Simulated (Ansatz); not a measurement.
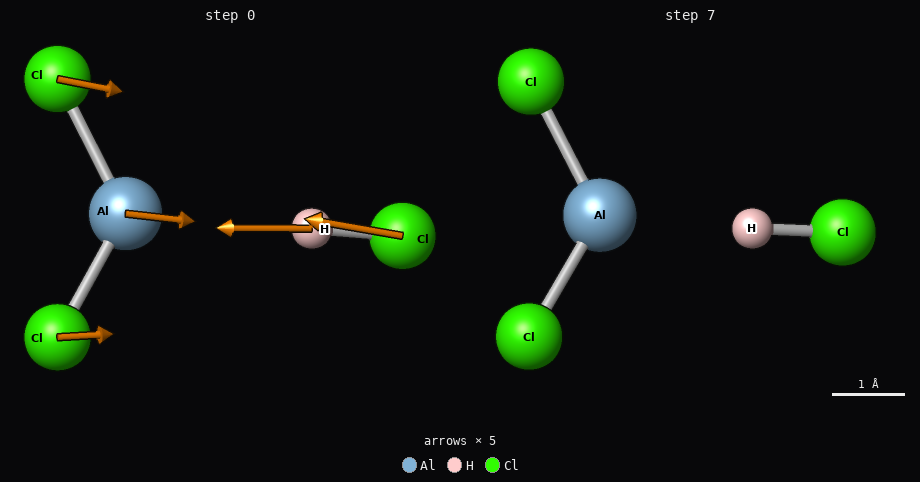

The structure of AlHCl₃ (multiplicity 2) before (left) and after (right) a relaxation, at one scale. The orange arrows give the displacements, 5 times their true length.

The picture is a ball-and-stick view, seen at a tilt.

The run prepares an end point of a later path (reaction) calculation, from a guessed geometry.

Method: Ansatz 0.2.0, UKS PBE-D4/def2-SVP.

The input:
```yaml
crystal:
  periodic: [false, false, false]
  atoms:
    - { symbol: Al, position_ang: [0.0, 0.0, -0.356266] }
    - { symbol: H, position_ang: [0.0, 0.0, 2.401287] }
    - { symbol: Cl, position_ang: [1.868609, 0.0, -1.364538] }
    - { symbol: Cl, position_ang: [-1.868609, 0.0, -1.364538] }
    - { symbol: Cl, position_ang: [0.0, 0.0, 3.744054] }
magnetization:
  spin_polarized: true
  initial_magnetization: 1
basis:
  gaussian: { orbitals: def2-SVP }
hamiltonian:
  xc: pbe
  dispersion: d4
relax:
  f_tol: 0.03
  max_steps: 50
```

Launched with:
```bash
ansatz run input.yaml --threads 2 --pin off --max-ram 3072MiB --backend cpu --events-out ev --progress --plain --runs-dir out
```

Q: What changed between the two?

A: The largest move after the best rigid fit is that of Cl5, 0.30 Å. Largest moves by element: Cl 0.30 Å, H 0.29 Å, Al 0.21 Å. Among the contacts that change: Al1–H2 2.758 → 2.257 Å, Al1–Cl3 2.123 → 2.115 Å, H2–Cl5 1.343 → 1.339 Å. Over 5 accepted moves (7 points after the start) the energy falls by 0.052 eV. The largest force component goes from 0.87 to 0.0099 eV/Å. The line search rejected the trial steps at points 2, 4 of the run. The run took 16 s on 2 threads of Arm Neoverse V1 (shared host), peak memory 0.15 GiB.

Limits of the set-up: the start holds two separate molecules, 2.8 Å apart at their closest, whose relative position is a soft coordinate.
